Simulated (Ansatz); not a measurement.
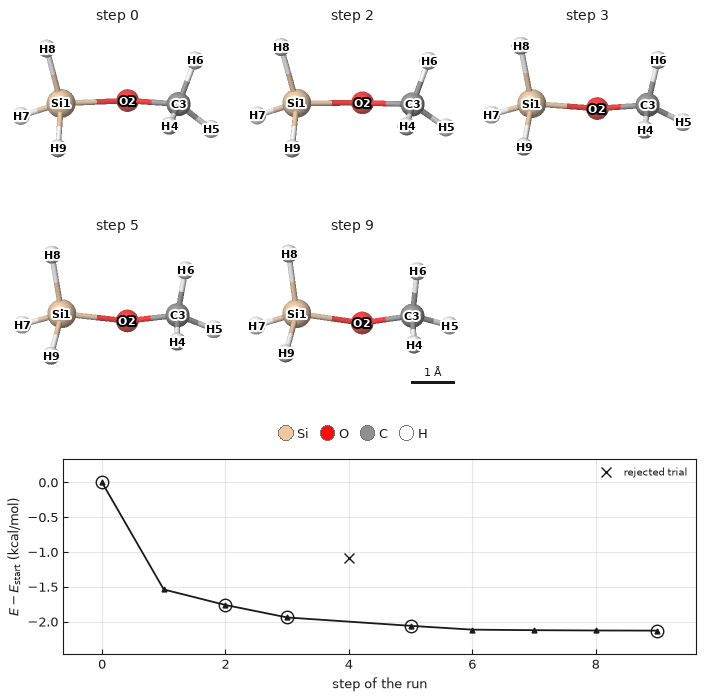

Frames of a relaxation of CH6OSi, marked on the history of the run. Style: ball-and-stick. Shown face on.

The run prepares the start of a later molecular dynamics calculation, from a guessed geometry.

All numbers below come from Ansatz, RKS PBE0/def2-SVP.

Input
```yaml
crystal:
  periodic: [false, false, false]
  atoms:
    - { symbol: Si, position_ang: [0.0, 0.0, 0.0] }
    - { symbol: O, position_ang: [0.0, 0.0, 1.68] }
    - { symbol: C, position_ang: [-1.1112, -0.3437, 2.4945] }
    - { symbol: H, position_ang: [-1.814, -0.9775, 1.9143] }
    - { symbol: H, position_ang: [-0.7584, -0.9037, 3.3856] }
    - { symbol: H, position_ang: [-1.6313, 0.5809, 2.8212] }
    - { symbol: H, position_ang: [1.3768, 0.0, -0.4862] }
    - { symbol: H, position_ang: [-0.6877, 1.1914, -0.4862] }
    - { symbol: H, position_ang: [-0.6877, -1.1914, -0.4862] }
basis:
  gaussian: { orbitals: def2-SVP }
hamiltonian:
  xc: pbe0
relax:
  f_tol: 0.02
  max_steps: 40
```

Run as
```bash
ansatz run input.yaml --threads 1 --pin off --max-ram 2048MiB --backend cpu --events-out ev --progress --plain --runs-dir out
```

Describe the path.

The largest moves after the best rigid fit, 0.34 Å, are those of H5 and H6. Largest moves by element: H 0.34 Å, O 0.29 Å, C 0.05 Å, Si 0.02 Å. Among the contacts that change: Si1–H8 1.459 → 1.498 Å, Si1–H7 1.460 → 1.487 Å, O2–C3 1.420 → 1.399 Å, Si1–O2 1.680 → 1.663 Å. Among the angles between lasting bonds that change: O2–Si1–H7 109.5° → 106.6°, O2–C3–H4 109.5° → 112.2°. Groups turn about O2–C3 by about 35°. After 8 accepted moves (9 points after the start) the energy has fallen by 2.13 kcal/mol. The largest force component goes from 1.3 to 0.0023 eV/Å. The line search rejected the trial step at point 4 of the run. The forces were under the threshold at step 6, but the run went on from there. The run took 13 s on 1 thread of Intel(R) Xeon(R) Platinum 8559C (Emerald Rapids) (shared host), peak memory 0.15 GiB. From step 0 to 2: H7 moves most (0.06 Å), energy −1.76 kcal/mol. From step 2 to 3: H atoms move most (0.14 Å), energy −0.18 kcal/mol. From step 3 to 5: H5 moves most (0.08 Å), energy −0.12 kcal/mol. From step 5 to 9: H6 moves most (0.11 Å), energy −0.07 kcal/mol.
